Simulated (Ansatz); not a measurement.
# Changed inputs in constrained RPA: CaVO3 (Pm-3m)

Aim: hold the target of a cRPA run on CaVO3 (Pm-3m) and move one thing at a time.

Method: constrained RPA on LDA, plane waves, PAW, in Ansatz 0.2.0.

### Step 1. Starting point

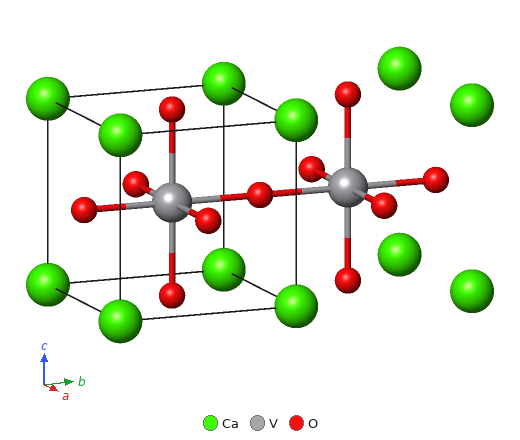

The cell as given, slightly off an axis (calcium green, vanadium grey, oxygen red). 1×2×1 cells are drawn. Some periodic images of atoms are drawn too.

The cell and positions are those that the Materials Project relaxed with its own functionals (PBE, PBE+U or r2SCAN), kept fixed. The program's search for lower electronic states was switched off, so nothing shows that the state found is the lowest. The default PAW set here is soft_2. Its files were made with PBE.

### Step 2. Base: V t2g, bands v1 to c2, 6×6×6 mesh, medium accuracy

Constrained RPA screens the interaction with every transition except those inside the target bands, which a later many-body model would treat itself.

File input.yaml:

```yaml
crystal:
  lattice:
    - [0.0, -3.830406, 0.0]
    - [0.0, 0.0, 3.830406]
    - [-3.830406, 0.0, 0.0]
  atoms:
    - { symbol: Ca, position: [0.0, 0.0, 0.0] }
    - { symbol: V, position: [0.5, 0.5, 0.5] }
    - { symbol: O, position: [0.5, 0.5, 0.0] }
    - { symbol: O, position: [0.5, 0.0, 0.5] }
    - { symbol: O, position: [0.0, 0.5, 0.5] }
kpoints:
  mp_grid: { grid: [6, 6, 6] }
hamiltonian:
  xc: lda
scf:
  occupations: { method: gaussian, width: 0.08 }
  n_extra_bands: 19
  max_iter: 150
  lower_state_search: "off"
output:
  crpa:
    kmesh: [6, 6, 6]
    target_bands: [v1, c2]
    projections: [{ species: V, l: d, shell: 3, orbitals: [dxz, dyz, dxy] }]
  local_orbitals:
    kmesh: [6, 6, 6]
    orbitals: [{ species: V, l: d, shell: 3, orbitals: [dxz, dyz, dxy] }]
    window: { bands: [v1, c2] }
    seedname: lo
```

Command:

```
$ ansatz run input.yaml --threads 4 --pin off --max-ram 14745MiB --backend cpu --events-out ev --progress --plain --runs-dir out
```

Numbers of over 12 decimals in the logs are rounded to 6 here.

Log:

```text
scf.n_extra_bands = 19 over 21 filled bands (N_el = 41.0): the run solves 40 bands
Engine: ansatz 0.2.0, aarch64-unknown-linux-gnu
Pseudopotentials: kind: paw
Pseudopotential: Ca, paw, valence charge 10, recommended cutoff 420 eV (normal), Ca.paw.azcp
Pseudopotential: V, paw, valence charge 13, recommended cutoff 420 eV (normal), V.paw.azcp
Pseudopotential: O, paw, valence charge 6, recommended cutoff 420 eV (normal), O.paw.azcp
Functional definition: SPW92
  exchange = slater_x
  correlation = pw_c
Crystal: 5 atoms, lattice volume = 56.200 Å³
Basis set: ecut = 420 eV, 1045 PW (Γ)
Bands: 40, of which v1, the nominal top of the filled ones, is band 21 counted from 1 (20 counted from 0)
Symmetry: 48 space group operations
Space group: Pm-3m (ITA 221), of the structure as read, at distance tolerance 3.8e-5 Å
k-points: 20 of 216
Non-local potential: Ca, projectors of the file, l = 0: 3, l = 1: 2, l = 2: 2
Non-local potential: V, projectors of the file, l = 0: 3, l = 1: 2, l = 2: 3, l = 3: 1
Non-local potential: O, projectors of the file, l = 0: 2, l = 1: 2, l = 2: 1
PAW form: soft (Blöchl's): semilocal exchange-correlation on the pseudo side does not see the compensation charge
PAW frozen core: Ca, regenerated for the run's functional, and the local potential with it (the file was generated under x = pbe(κ = 0.804, μ = 0.219515), c = pbe(β = 0.066725))
PAW frozen core: V, regenerated for the run's functional, and the local potential with it (the file was generated under x = pbe(κ = 0.804, μ = 0.219515), c = pbe(β = 0.066725))
PAW frozen core: O, regenerated for the run's functional, and the local potential with it (the file was generated under x = pbe(κ = 0.804, μ = 0.219515), c = pbe(β = 0.066725))
PAW one-centre angular grid: Ca, 110 points (default); XC on 64 Gauss nodes
PAW one-centre angular grid: V, 590 points (default); XC on 64 Gauss nodes
PAW one-centre angular grid: O, 110 points (default); XC on 64 Gauss nodes
Initial density: superposition of atomic densities (neutral atoms: chi_scale 0, normalization atom), corrected by the library's trained network
Initial wavefunctions: pseudopotential atomic-orbital guess
Functional: x = slater, c = lda
SCF iter   1: F=—  HF=-6305.469650 eV  |F-HF|=—  |Δ(HF+E_count)|=         —  Δρ=2.08e-2  dr2=2.28e-1  ethr=1.77e-3  ⟨swp⟩=7.7  Hψ=3819  notcnv=0  defer=106
preconditioner: auto → Kerker (q_TF=auto, 2.589 Å⁻¹)  [metal: Δε(μ)=0.079 eV  Ē_g=18.960 eV  σ=0.080 eV  W_gap=0.45  n_scr=18 (ndim 8)  ℏωp=27.6 eV  f_vac=0.003  D(μ)=2.24/eV (n_scr^D=18)]
SCF iter   2: F=—  HF=-6305.433135 eV  |F-HF|=—  |Δ(HF+E_count)|=   3.65e-2  Δρ=1.10e-2  dr2=7.05e-2  ethr=5.57e-4  ⟨swp⟩=2.0  Hψ=1041  notcnv=0  defer=191
[...]
SCF 1 converged in 7 iterations: F = -6305.418684 eV  dr2 = 1.56e-8
[...]
NSCF: frozen V_eff on 23 k-points
NSCF: frozen V_eff on 20 k-points
[...]
cRPA screening: q 1/216
cRPA screening: q 2/216
cRPA screening: q 8/216 (q-point 3)
cRPA screening: q 14/216 (q-point 4)
cRPA screening: q 17/216 (q-point 8)
cRPA screening: q 29/216 (q-point 9)
cRPA screening: q 53/216 (q-point 10)
cRPA screening: q 65/216 (q-point 15)
cRPA screening: q 77/216 (q-point 16)
cRPA screening: q 89/216 (q-point 22)
[...]
cRPA screening: q 190/216 (q-point 87)
cRPA screening: q 198/216 (q-point 88)
cRPA screening: q 210/216 (q-point 94)
cRPA screening: q 216/216 (q-point 130)
SCF converged after 7 iterations
Free energy (F): -6305.418684 eV
Harris-Foulkes:  -6305.418684 eV  (|F-HF|=5.40e-9)
Internal energy: -6305.411185 eV  (E = F + TS)
E sigma→0 (E₀):  -6305.414934 eV
Entropy (-TS):   -0.007499 eV (-1.500 meV/atom)
Fermi energy:    10.983051 eV
--- Per-component energies (eV) ---
  E_band       = -321.691827
  E_kinetic    = 1132.950010
  E_local      = -2746.628267  (includes V_loc(G=0)·N_el)
  E_nonlocal   = 169.540564
  E_hartree    = 1053.082889
  E_xc         = -482.867499
  E_vxc        = -615.654933  (∫ρ·V_xc dr)
  E_paw        = -2314.841935  (= ΣΔE_a)
  E_vpaw       = -368.072336  (= ΣTr[D̂ρ^β])
  E_aug_tail   = 0.007769  (compensation charges beyond the density's cutoff)
  E_ewald      = -3117.574795
  E_core_change = 0.920080  (= ΣΔE_core)
  E_smearing   = -0.007499  (= −TS)
  E_closure    = 0.000000  (closes the sum)
  Σ components = -6305.418684   (vs F -6305.418684, Δ=0.00e0)
--- Band table (eV; the first three rows and the last of 20) ---
  k-point 0: bands = [... 17 lower, 8.5465, 8.5465, 8.5465, 10.0675, 10.0675, 10.0675, 12.3568, 12.3568, ... 15 higher]
  k-point 1: bands = [... 17 lower, 7.7157, 8.3876, 8.3876, 10.0989, 10.7182, 10.7182, 12.3669, 13.1535, ... 15 higher]
  k-point 2: bands = [... 17 lower, 7.2062, 8.2626, 8.2626, 10.1638, 11.6483, 11.6483, 12.3790, 14.2346, ... 15 higher]
  k-point 19: bands = [... 17 lower, 9.0754, 9.0754, 9.0754, 12.5516, 12.5516, 12.5516, 14.9466, 14.9466, ... 15 higher]
--- cRPA (band scheme, projected local orbitals): target bands 21..23 (1-based), 3 Wannier function(s), 6×6×6 mesh, 46 bands' worth read of 51 solved, ecut_chi 136.0 eV, v(q+G=0) probe_charge, pair densities all_electron ---
  bands read: the sum over 46 bands ends inside a degenerate multiplet in 36 slots, whose members it reads at an even weight; the widest, k=0: bands 45 to 47 (counted from 1) at 2/3 each
  χ-basis size per q: N_G = 196..216
  window electrons = 1.0000, filled by tetrahedron_uncorrected; constrained ε̄⁻¹(q = 0, 0) head = 0.165968; min gauge Gram eig = 0.7102
  Kanamori averages over each shell's own Wannier functions (sites counted from 0, functions from 1):
    Site 1, 3D, 3 of 5 d orbitals (Wannier functions 1, 2, 3; wannier90's mr 2, 3, 5):
      screened: U = 3.1944 eV, U' = 2.3413 eV, J = 0.4086 eV
      screened, to within: U = 4.6e-3 eV, U' = 4.6e-3 eV, J = 6.5e-4 eV
      bare: V = 16.1020 eV, V' = 14.9190 eV, J = 0.5557 eV
  Hermiticity witness max|P − P†| over intra, direct and exchange elements: 5.33e-15 eV (screened), 1.26e-19 eV (bare)
  Reality witness max|Im| over intra, direct and exchange elements: 1.25e-19 eV (screened), 5.16e-19 eV (bare)
```

It took 2.4 min on 4 threads of Arm Neoverse V1, shared host; peak memory 0.7 GiB; 9 min of CPU time.

In the SCF lines HF is the Harris–Foulkes energy and dr2 the Hartree energy of the density residual, in eV; the loop may stop once dr2 is under the threshold and the program's other checks hold. Hψ counts applications of the Hamiltonian.

Numbers from this step:

```yaml
u: 3.194 eV
u_prime_inter_orbital: 2.341 eV
j: 0.4086 eV
bare_v: 16.10 eV
bare_j: 0.5557 eV
stated_bound_on_u: 0.004521 eV
u_over_bare_v: 0.1984
electrons_in_the_window: 1.000
head_of_the_constrained_inverse_dielectric_matrix: 0.1660
least_eigenvalue_of_the_projection_s_overlap: 0.7102
target_functions: 3
bands_in_the_sums: 46
r_m_s_miss_of_the_model_bands: 0.003468 eV
width_of_the_target_bands: 2.484 eV
weight_of_the_projected_orbitals_in_the_window: 0.7797
```

On the V t2g shell, screening brings the on-site interaction from 16.1 eV down to U = 3.19 eV.

### Step 3. Changed: 4×4×4 mesh

input.yaml, the sections that differ from step 2:

```yaml
output:
  crpa:
    kmesh: [4, 4, 4]
    target_bands: [v1, c2]
    projections: [{ species: V, l: d, shell: 3, orbitals: [dxz, dyz, dxy] }]
# crystal, kpoints, hamiltonian, scf: as in step 2
```

Log:

```text
[...]
Crystal: 5 atoms, lattice volume = 56.200 Å³
Basis set: ecut = 420 eV, 1045 PW (Γ)
Bands: 40, of which v1, the nominal top of the filled ones, is band 21 counted from 1 (20 counted from 0)
Symmetry: 48 space group operations
[...]
k-points: 20 of 216
[...]
SCF iter   1: F=—  HF=-6305.469650 eV  |F-HF|=—  |Δ(HF+E_count)|=         —  Δρ=2.08e-2  dr2=2.28e-1  ethr=1.77e-3  ⟨swp⟩=7.7  Hψ=3819  notcnv=0  defer=106
[...]
SCF iter   7: F=-6305.418684 eV  HF=-6305.418684 eV  |F-HF|=5.40e-9  |Δ(HF+E_count)|=   4.82e-7  Δρ=5.93e-6  dr2=1.56e-8  ethr=2.44e-10  ⟨swp⟩=8.2  Hψ=3798  notcnv=0
SCF 1 converged in 7 iterations: F = -6305.418684 eV  dr2 = 1.56e-8
[...]
NSCF: frozen V_eff on 10 k-points
[...]
cRPA screening: q 1/64
cRPA screening: q 2/64
cRPA screening: q 8/64 (q-point 3)
cRPA screening: q 11/64 (q-point 6)
cRPA screening: q 23/64 (q-point 7)
cRPA screening: q 35/64 (q-point 11)
cRPA screening: q 38/64 (q-point 22)
cRPA screening: q 46/64 (q-point 23)
cRPA screening: q 58/64 (q-point 27)
cRPA screening: q 64/64 (q-point 43)
SCF converged after 7 iterations
Free energy (F): -6305.418684 eV
[...]
Internal energy: -6305.411185 eV  (E = F + TS)
E sigma→0 (E₀):  -6305.414934 eV
Entropy (-TS):   -0.007499 eV (-1.500 meV/atom)
Fermi energy:    10.983051 eV
[...]
--- Band table (eV; the first three rows and the last of 20) ---
  k-point 0: bands = [... 17 lower, 8.5465, 8.5465, 8.5465, 10.0675, 10.0675, 10.0675, 12.3568, 12.3568, ... 15 higher]
  k-point 1: bands = [... 17 lower, 7.7157, 8.3876, 8.3876, 10.0989, 10.7182, 10.7182, 12.3669, 13.1535, ... 15 higher]
  k-point 2: bands = [... 17 lower, 7.2062, 8.2626, 8.2626, 10.1638, 11.6483, 11.6483, 12.3790, 14.2346, ... 15 higher]
  k-point 19: bands = [... 17 lower, 9.0754, 9.0754, 9.0754, 12.5516, 12.5516, 12.5516, 14.9466, 14.9466, ... 15 higher]
[...]
χ-basis size per q: N_G = 196..216
[...]
Site 1, 3D, 3 of 5 d orbitals (Wannier functions 1, 2, 3; wannier90's mr 2, 3, 5):
      screened: U = 3.2004 eV, U' = 2.3439 eV, J = 0.4100 eV
      screened, to within: U = 4.5e-3 eV, U' = 4.5e-3 eV, J = 6.6e-4 eV
      bare: V = 16.1691 eV, V' = 14.9824 eV, J = 0.5576 eV
[...]
```

It took 24 s on 4 threads; peak memory 0.51 GiB.

Numbers from this step:

| Quantity | Value |
| --- | --- |
| U | 3.200 eV |
| U prime (inter-orbital) | 2.344 eV |
| J | 0.4100 eV |
| bare V | 16.17 eV |
| bare J | 0.5576 eV |
| stated bound on U | 0.004438 eV |
| U over bare V | 0.1979 |
| electrons in the window | 1.000 |
| head of the constrained inverse dielectric matrix | 0.1572 |
| least eigenvalue of the projection's overlap | 0.7128 |
| target functions | 3 |
| bands in the sums | 46 |
| width of the target bands | 2.484 eV |
| weight of the projected orbitals in the window | 0.7797 |

On the V t2g shell, screening brings the on-site interaction from 16.2 eV down to U = 3.20 eV.

### Step 4. Changed: 8×8×8 mesh

Changes to input.yaml since step 3:

```diff
@@ -22,3 +22,3 @@
   crpa:
-    kmesh: [4, 4, 4]
+    kmesh: [8, 8, 8]
     target_bands: [v1, c2]
```

Log:

```text
[...]
Crystal: 5 atoms, lattice volume = 56.200 Å³
Basis set: ecut = 420 eV, 1045 PW (Γ)
Bands: 40, of which v1, the nominal top of the filled ones, is band 21 counted from 1 (20 counted from 0)
Symmetry: 48 space group operations
[...]
k-points: 20 of 216
[...]
k-point 19: bands = [... 17 lower, 9.0754, 9.0754, 9.0754, 12.5516, 12.5516, 12.5516, 14.9466, 14.9466, ... 15 higher]
[...]
χ-basis size per q: N_G = 190..216
[...]
Site 1, 3D, 3 of 5 d orbitals (Wannier functions 1, 2, 3; wannier90's mr 2, 3, 5):
      screened: U = 3.2011 eV, U' = 2.3482 eV, J = 0.4085 eV
      screened, to within: U = 4.6e-3 eV, U' = 4.6e-3 eV, J = 6.5e-4 eV
      bare: V = 16.0917 eV, V' = 14.9091 eV, J = 0.5555 eV
[...]
[key lines of the parts left out:]
SCF converged after 7 iterations
Free energy (F): -6305.418684 eV
Fermi energy:    10.983051 eV
```

Run time: 9.8 min. Hardware: 4 threads; peak memory 1.1 GiB.

Numbers from this step:

* U: 3.201 eV
* U prime (inter-orbital): 2.348 eV
* J: 0.4085 eV
* bare V: 16.09 eV
* bare J: 0.5555 eV
* stated bound on U: 0.004544 eV
* U over bare V: 0.1989
* electrons in the window: 1.0000
* head of the constrained inverse dielectric matrix: 0.1694
* least eigenvalue of the projection's overlap: 0.7102
* target functions: 3
* bands in the sums: 46
* width of the target bands: 2.484 eV
* weight of the projected orbitals in the window: 0.7797

On the V t2g shell, screening brings the on-site interaction from 16.1 eV down to U = 3.20 eV.

### Step 5. Changed: 2×2×2 mesh

Changes to input.yaml since step 4:

```diff
@@ -22,3 +22,3 @@
   crpa:
-    kmesh: [8, 8, 8]
+    kmesh: [2, 2, 2]
     target_bands: [v1, c2]
```

Log:

```text
[...]
Crystal: 5 atoms, lattice volume = 56.200 Å³
Basis set: ecut = 420 eV, 1045 PW (Γ)
Bands: 40, of which v1, the nominal top of the filled ones, is band 21 counted from 1 (20 counted from 0)
Symmetry: 48 space group operations
[...]
k-points: 20 of 216
[...]
k-point 19: bands = [... 17 lower, 9.0754, 9.0754, 9.0754, 12.5516, 12.5516, 12.5516, 14.9466, 14.9466, ... 15 higher]
[...]
χ-basis size per q: N_G = 196..216
[...]
Site 1, 3D, 3 of 5 d orbitals (Wannier functions 1, 2, 3; wannier90's mr 2, 3, 5):
      screened: U = 3.4906 eV, U' = 2.5759 eV, J = 0.4368 eV
      screened, to within: U = 4.5e-3 eV, U' = 4.5e-3 eV, J = 7.3e-4 eV
      bare: V = 16.9727 eV, V' = 15.7284 eV, J = 0.5869 eV
[...]
[key lines of the parts left out:]
SCF converged after 7 iterations
Free energy (F): -6305.418684 eV
Fermi energy:    10.983051 eV
```

It took 4.2 s on 4 threads; peak memory 0.44 GiB; 14 s of CPU time.

This step gave:

- U: 3.491 eV
- U prime (inter-orbital): 2.576 eV
- J: 0.4368 eV
- bare V: 16.97 eV
- bare J: 0.5869 eV
- stated bound on U: 0.004438 eV
- U over bare V: 0.2057
- electrons in the window: 1.000
- head of the constrained inverse dielectric matrix: 0.1226
- least eigenvalue of the projection's overlap: 0.7130
- target functions: 3
- bands in the sums: 46
- width of the target bands: 2.484 eV
- weight of the projected orbitals in the window: 0.7797

On the V t2g shell, screening brings the on-site interaction from 17.0 eV down to U = 3.49 eV.

### Step 6. Changed: sums over states

Changes to input.yaml since step 5:

```diff
@@ -22,4 +22,7 @@
   crpa:
-    kmesh: [2, 2, 2]
+    kmesh: [6, 6, 6]
     target_bands: [v1, c2]
     projections: [{ species: V, l: d, shell: 3, orbitals: [dxz, dyz, dxy] }]
+    accuracy: sum_over_states
+    n_empty_bands: 84
+    ecut_chi: 250
```

Log:

```text
[...]
Crystal: 5 atoms, lattice volume = 56.200 Å³
Basis set: ecut = 420 eV, 1045 PW (Γ)
Bands: 40, of which v1, the nominal top of the filled ones, is band 21 counted from 1 (20 counted from 0)
Symmetry: 48 space group operations
[...]
k-points: 20 of 216
[...]
χ-basis size per q: N_G = 480..514
[...]
U and J over all bands: no bound (output.crpa.accuracy: sum_over_states); those below are of the sums over the bands read on the sphere of ecut_chi, with what the atoms add
[...]
Site 1, 3D, 3 of 5 d orbitals (Wannier functions 1, 2, 3; wannier90's mr 2, 3, 5):
      screened: U = 3.2596 eV, U' = 2.3357 eV, J = 0.4398 eV
      bare: V = 16.1020 eV, V' = 14.9190 eV, J = 0.5557 eV
[...]
[key lines of the parts left out:]
SCF converged after 7 iterations
Free energy (F): -6305.418684 eV
Fermi energy:    10.983051 eV
```

The job ended after 50 s (4 threads; peak memory 0.99 GiB).

This variant gives U = 3.26 eV against 3.19 eV. It is a finite sum over empty states with no bound on its error and stays out of the table below.

### Step 7. Changed: accuracy high

Changes to input.yaml since step 6:

```diff
@@ -25,4 +25,2 @@
     projections: [{ species: V, l: d, shell: 3, orbitals: [dxz, dyz, dxy] }]
-    accuracy: sum_over_states
-    n_empty_bands: 84
-    ecut_chi: 250
+    accuracy: high
```

Log:

```text
[...]
Crystal: 5 atoms, lattice volume = 56.200 Å³
Basis set: ecut = 420 eV, 1045 PW (Γ)
Bands: 40, of which v1, the nominal top of the filled ones, is band 21 counted from 1 (20 counted from 0)
Symmetry: 48 space group operations
[...]
k-points: 20 of 216
[...]
k-point 19: bands = [... 17 lower, 9.0754, 9.0754, 9.0754, 12.5516, 12.5516, 12.5516, 14.9466, 14.9466, ... 15 higher]
[...]
χ-basis size per q: N_G = 196..216
[...]
Site 1, 3D, 3 of 5 d orbitals (Wannier functions 1, 2, 3; wannier90's mr 2, 3, 5):
      screened: U = 3.1953 eV, U' = 2.3420 eV, J = 0.4087 eV
      screened, to within: U = 2.6e-4 eV, U' = 2.6e-4 eV, J = 4.8e-5 eV
      bare: V = 16.1020 eV, V' = 14.9190 eV, J = 0.5557 eV
[...]
[key lines of the parts left out:]
SCF converged after 7 iterations
Free energy (F): -6305.418684 eV
Fermi energy:    10.983051 eV
```

Wall time 4 min (4 threads); peak memory 0.77 GiB.

This step gave:

```yaml
u: 3.195 eV
u_prime_inter_orbital: 2.342 eV
j: 0.4087 eV
bare_v: 16.10 eV
bare_j: 0.5557 eV
stated_bound_on_u: 2.58e-4 eV
u_over_bare_v: 0.1984
electrons_in_the_window: 1.000
head_of_the_constrained_inverse_dielectric_matrix: 0.1660
least_eigenvalue_of_the_projection_s_overlap: 0.7102
target_functions: 3
bands_in_the_sums: 46
width_of_the_target_bands: 2.484 eV
weight_of_the_projected_orbitals_in_the_window: 0.7797
```

On the V t2g shell, screening brings the on-site interaction from 16.1 eV down to U = 3.20 eV.

### Step 8. Changed: a keyword of another program

Changes to input.yaml since step 7:

```diff
@@ -25,2 +25,2 @@
     projections: [{ species: V, l: d, shell: 3, orbitals: [dxz, dyz, dxy] }]
-    accuracy: high
+    NTARGET_STATES: 1
```

Log:

```text
Error: YAML parse error: error: line 26 column 5: unknown field `NTARGET_STATES`, expected one of accuracy, bounded_pairs, pair_densities, n_empty_bands, n_guard_bands, ecut_chi, kmesh, target_bands, projections
  --> <input>:26:5
   |
24 |     target_bands: [v1, c2]
25 |     projections: [{ species: V, l: d, shell: 3, orbitals: [dxz, dyz, …
26 |     NTARGET_STATES: 1
   |     ^ unknown field `NTARGET_STATES`, expected one of accuracy, bounded_pairs, pair_densities, n_empty_bands, n_guard_bands, ecut_chi, kmesh, target_bands, projections
```

The job ended after 0.02 s (4 threads; peak memory 0.023 GiB).

The input was rejected at the start.

The program's message: “Error: YAML parse error: error: line 26 column 5: unknown field `NTARGET_STATES`, expected one of accuracy, bounded_pairs, pair_densities, n_empty_bands, n_guard_bands, ecut_chi, kmesh, target_bands, …”

The fault put into this input: a keyword of another program.

(Part 1 of 2 ends here.)

[Paths, hosts, dates, memory and timing lines, banners, echoed tables and standing remarks are left out of the program output.]

[Logs are printed without paths, hosts, clocks, repeated set-up lines and the standing remarks that a program may print on its own settings, such as how far it seeks lower states.]

[Runs of the session that timed out or met a known fault of the program may be left out.]

[Hosts, paths, dates, database ids (printed as entryN), source tags and the programs' standing remarks are cut or masked in the printed files.]
